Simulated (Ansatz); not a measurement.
**C5H15AsSi: basis-set convergence**

Aim: see how fast density functionals converge with the basis set for C5H15AsSi.

Program: Ansatz 0.2.0, Gaussian basis. Level of theory: one geometry, several basis sets. These are calculated values, not measurements.

Levels to be run: PBE0-D4/def2-SVP; ωB97M-V/def2-SVP; PBE0-D4/def2-QZVPP; ωB97M-V/def2-QZVPP; the functionals' def2-TZVPP values are taken from earlier runs.

## 1. Structure used throughout

The geometry comes from an earlier relaxation with PBE0-D4 in a triple-zeta def2 set; it is a stationary point, not always the lowest conformer.

SMILES `C[As]([SiH3])C(C)(C)C`, 22 atoms, charge 0, spin multiplicity 1.

Atoms are counted from 1 here; the program's logs count them from 0.

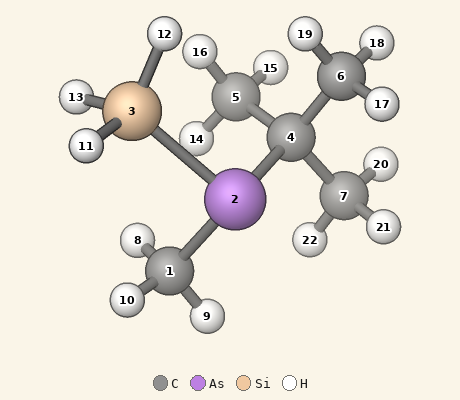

The structure; carbon grey, arsenic purple, silicon light orange, hydrogen white; atoms are numbered from 1 in the order of the file.

## 2. PBE0-D4 in def2-SVP

in.yaml

```yaml
crystal:
  periodic: [false, false, false]
  atoms:
    - {symbol: C, position_ang: [1.815374, -0.291432, -1.546984]}
    - {symbol: As, position_ang: [1.400545, -0.027558, 0.365984]}
    - {symbol: Si, position_ang: [0.962842, -2.300812, 0.823265]}
    - {symbol: C, position_ang: [-0.480034, 0.687235, 0.255234]}
    - {symbol: C, position_ang: [-1.442437, -0.213583, -0.498439]}
    - {symbol: C, position_ang: [-0.947610, 0.871730, 1.692415]}
    - {symbol: C, position_ang: [-0.383261, 2.041535, -0.435205]}
    - {symbol: H, position_ang: [1.027278, -0.819474, -2.083968]}
    - {symbol: H, position_ang: [1.984905, 0.681938, -2.008052]}
    - {symbol: H, position_ang: [2.739643, -0.866516, -1.618202]}
    - {symbol: H, position_ang: [2.267894, -2.987982, 1.022512]}
    - {symbol: H, position_ang: [0.166463, -2.439201, 2.073342]}
    - {symbol: H, position_ang: [0.240213, -2.998129, -0.278110]}
    - {symbol: H, position_ang: [-1.105720, -0.417135, -1.517400]}
    - {symbol: H, position_ang: [-2.424435, 0.269940, -0.570632]}
    - {symbol: H, position_ang: [-1.588476, -1.171250, 0.007151]}
    - {symbol: H, position_ang: [-0.273659, 1.524487, 2.253047]}
    - {symbol: H, position_ang: [-1.944299, 1.327428, 1.705780]}
    - {symbol: H, position_ang: [-1.013445, -0.081672, 2.223145]}
    - {symbol: H, position_ang: [-1.364041, 2.531213, -0.432541]}
    - {symbol: H, position_ang: [0.322062, 2.704097, 0.073452]}
    - {symbol: H, position_ang: [-0.069202, 1.945041, -1.477394]}
basis:
  gaussian: {orbitals: def2-SVP}
hamiltonian: {xc: pbe0, dispersion: d4}
output: {orbitals: {seedname: orbitals}}
```

Launch:

```
$ ansatz run in.yaml --threads 5 --pin off --events-out ev --progress --plain --max-ram 66560MiB --backend cpu
```

The log of the run:

```text
Functional definition: PBE0
  name "PBE0"
  cite "Adamo & Barone, J. Chem. Phys. 110, 6158 (1999) doi:10.1063/1.478522"
  cite "Perdew, Burke & Ernzerhof, Phys. Rev. Lett. 77, 3865 (1996) doi:10.1103/PhysRevLett.77.3865"
  parent pbe
  parameter a = 0.25
  parameter kappa = 0.804
  parameter beta = 0.06672455060314922
  exchange = (1 - a)*pbe_x(kappa = kappa, mu = beta*pi^2/3) + a*exact_x
  correlation = pbe_c(beta = beta)
2269 factors; their error is unknown
mean field evaluation 1: about -74105.9764 eV, gradient 6.9e1 eV
mean field evaluation 2: about -74098.7361 eV, gradient 8.5e1 eV
mean field evaluation 4: about -74117.6847 eV, gradient 3.9e0 eV
mean field evaluation 8: about -74117.7157 eV, gradient 5.8e-2 eV
mean field evaluation 16: about -74117.8899 eV, gradient 6.0e-5 eV
mean field -74117.88986271 eV, -2723.7822135444 hartree, gradient 6.0e-5 eV, S^2 0.000000; 0 other end points of the search recorded, 0 dependent functions left out
reference -74117.88989597 eV, -2723.7822147666 hartree; 46, 46 occupied and 149, 149 virtual orbitals, 2269 factors
Total energy: -74118.45530818 eV, -2723.8029932823 hartree
```

It took 6 s on 5 threads of AMD EPYC 7R13, shared host; peak memory 1.1 GiB.

## 3. ωB97M-V in def2-SVP

in.yaml: that of step 2 with these lines changed.

```diff
@@ -27,3 +27,3 @@
   gaussian: {orbitals: def2-SVP}
-hamiltonian: {xc: pbe0, dispersion: d4}
+hamiltonian: {xc: {name: wB97M-V}}
 output: {orbitals: {seedname: orbitals}}
```

The command is unchanged.

The log of the run (excerpt; [...] marks lines left out):

```text
Functional definition: wB97M-V
  name "wB97M-V"
  cite "Mardirossian & Head-Gordon, J. Chem. Phys. 144, 214110 (2016) doi:10.1063/1.4952647"
  cite "Becke, J. Chem. Phys. 107, 8554 (1997) doi:10.1063/1.475007"
  cite "Vydrov & Van Voorhis, J. Chem. Phys. 133, 244103 (2010) doi:10.1063/1.3521275"
  # Of w^i u^j: cxij and so on, Table III.
[...]
  gx(w, u) = 1 - cx + cx01*u + cx10*w
  gss(w, u) = css00 + css04*u^4 + css10*w + css20*w^2 + css43*w^4*u^3
  gos(w, u) = cos00 + cos10*w + (cos20 + cos21*u)*w^2 + (cos60 + cos61*u)*w^6
[...]
      + integral(e_c_pw_mod_opposite_spin*gos(b97_w_opposite, b97_u_opposite)) + vv10(b, c)
2255 factors; their error is unknown
598 factors; integrals over basis functions are off by at most 6.2e-6 eV
[...]
mean field -74127.47678667 eV, -2724.1345265017 hartree, gradient 1.7e-5 eV, S^2 0.000000; 0 other end points of the search recorded, 0 dependent functions left out
reference -74127.47684079 eV, -2724.1345284906 hartree; 46, 46 occupied and 149, 149 virtual orbitals, 2255 factors
Total energy: -74127.47684079 eV, -2724.1345284906 hartree
```

Run time: 14 s. Hardware: 5 threads of AMD EPYC 7R13, shared host; peak memory 1.2 GiB.

## 4. PBE0-D4 in def2-QZVPP

in.yaml: that of step 3 with these lines changed.

```diff
@@ -26,4 +26,4 @@
 basis:
-  gaussian: {orbitals: def2-SVP}
-hamiltonian: {xc: {name: wB97M-V}}
+  gaussian: {orbitals: "def2-QZVPP.json"}
+hamiltonian: {xc: pbe0, dispersion: d4}
 output: {orbitals: {seedname: orbitals}}
```

Launch:

```
$ ansatz run in.yaml --threads 5 --pin off --events-out ev --progress --plain --max-ram 66560MiB --backend cuda --devices 0, --max-vram 37GiB
```

The log of the run:

```text
Functional definition: PBE0
  name "PBE0"
  cite "Adamo & Barone, J. Chem. Phys. 110, 6158 (1999) doi:10.1063/1.478522"
  cite "Perdew, Burke & Ernzerhof, Phys. Rev. Lett. 77, 3865 (1996) doi:10.1103/PhysRevLett.77.3865"
  parent pbe
  parameter a = 0.25
  parameter kappa = 0.804
  parameter beta = 0.06672455060314922
  exchange = (1 - a)*pbe_x(kappa = kappa, mu = beta*pi^2/3) + a*exact_x
  correlation = pbe_c(beta = beta)
2754 factors; their error is unknown
mean field evaluation 1: about -74117.3706 eV, gradient 8.9e1 eV
mean field evaluation 2: about -74097.8462 eV, gradient 1.2e2 eV
mean field evaluation 4: about -74135.6093 eV, gradient 8.3e0 eV
mean field evaluation 8: about -74135.7517 eV, gradient 3.0e-1 eV
mean field evaluation 16: about -74135.8908 eV, gradient 3.8e-4 eV
mean field -74135.89078738 eV, -2724.4437353246 hartree, gradient 6.9e-5 eV, S^2 0.000000; 0 other end points of the search recorded, 0 dependent functions left out
reference -74135.89084072 eV, -2724.4437372848 hartree; 46, 46 occupied and 848, 848 virtual orbitals, 2754 factors
Total energy: -74136.45625293 eV, -2724.4645158004 hartree
```

Wall time 11 s (1 × H100 (card shared with other runs) with 5 threads of AMD EPYC 7R13, shared host); peak host memory 1.5 GiB.

## 5. ωB97M-V in def2-QZVPP

in.yaml: that of step 4 with these lines changed.

```diff
@@ -27,3 +27,3 @@
   gaussian: {orbitals: "def2-QZVPP.json"}
-hamiltonian: {xc: pbe0, dispersion: d4}
+hamiltonian: {xc: {name: wB97M-V}}
 output: {orbitals: {seedname: orbitals}}
```

Same command.

The log of the run (excerpt; [...] marks lines left out):

```text
Functional definition: wB97M-V
  name "wB97M-V"
  cite "Mardirossian & Head-Gordon, J. Chem. Phys. 144, 214110 (2016) doi:10.1063/1.4952647"
  cite "Becke, J. Chem. Phys. 107, 8554 (1997) doi:10.1063/1.475007"
  cite "Vydrov & Van Voorhis, J. Chem. Phys. 133, 244103 (2010) doi:10.1063/1.3521275"
  # Of w^i u^j: cxij and so on, Table III.
[...]
  gx(w, u) = 1 - cx + cx01*u + cx10*w
  gss(w, u) = css00 + css04*u^4 + css10*w + css20*w^2 + css43*w^4*u^3
  gos(w, u) = cos00 + cos10*w + (cos20 + cos21*u)*w^2 + (cos60 + cos61*u)*w^6
[...]
      + integral(e_c_pw_mod_opposite_spin*gos(b97_w_opposite, b97_u_opposite)) + vv10(b, c)
2697 factors; their error is unknown
726 factors; integrals over basis functions are off by at most 7.1e-6 eV
[...]
mean field -74145.86920332 eV, -2724.8104353467 hartree, gradient 4.3e-5 eV, S^2 0.000000; 0 other end points of the search recorded, 0 dependent functions left out
reference -74145.86928782 eV, -2724.8104384521 hartree; 46, 46 occupied and 848, 848 virtual orbitals, 2697 factors
Total energy: -74145.86928782 eV, -2724.8104384521 hartree
```

Wall time 16 s (1 × H100 (card shared with other runs) with 5 threads of AMD EPYC 7R13, shared host); peak host memory 1.6 GiB.

## 6. Density functionals: the series

The def2-TZVPP values come from earlier runs at the same geometry.

```csv
functional,basis,functions,energy (eV),from the largest (eV),HOMO (eV),LUMO (eV)
PBE0-D4,def2-SVP,195,-74118.4553,18.001,-6.45,0.58
PBE0-D4,def2-TZVPP,455,-74134.5730,1.883,-6.48,0.26
PBE0-D4,def2-QZVPP,894,-74136.4563,0.000,-6.52,0.07
ωB97M-V,def2-SVP,195,-74127.4768,18.392,-8.53,2.37
ωB97M-V,def2-TZVPP,455,-74144.0392,1.830,-8.58,1.87
ωB97M-V,def2-QZVPP,894,-74145.8693,0.000,-8.60,1.44
```

## 7. What came out

| quantity | value |
| --- | --- |
| PBE0-D4: double and triple zeta above quadruple | 18.00, 1.88 eV |
| ωB97M-V: double and triple zeta above quadruple | 18.39, 1.83 eV |

**Reading.** PBE0-D4 gains 16.12 eV from double to triple zeta, then 1.88 eV more. Total energies overstate the basis error of differences, where much of it tends to cancel. The LUMO of ωB97M-V is positive and keeps falling with the basis (2.37 to 1.44 eV): an unbound level that the basis holds in place.
